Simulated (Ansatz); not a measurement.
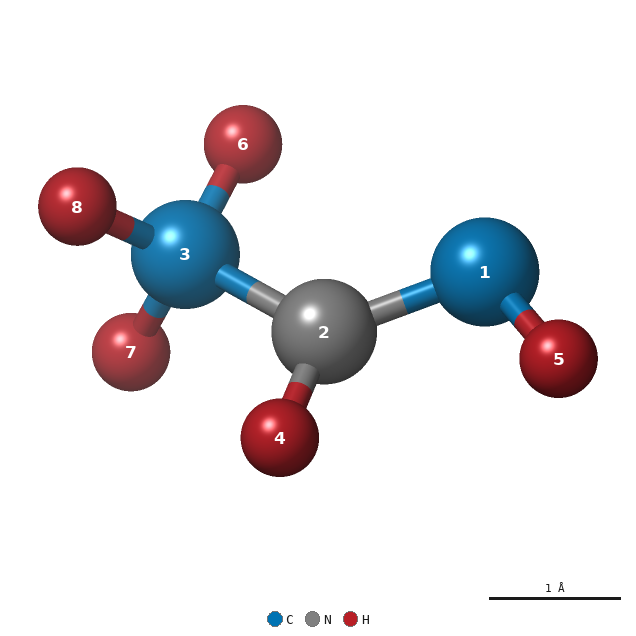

Numbered structure. Computed geometry: PBE-D4/def2-SVP optimisation. No frequency run is at hand to confirm it as a minimum.

List the bonds and their lengths.

| bond | length (Å) |
| --- | --- |
| C1–N2 | 1.312 |
| C1–H5 | 1.126 |
| N2–C3 | 1.462 |
| N2–H4 | 1.043 |
| C3–H6 | 1.106 |
| C3–H7 | 1.110 |
| C3–H8 | 1.110 |
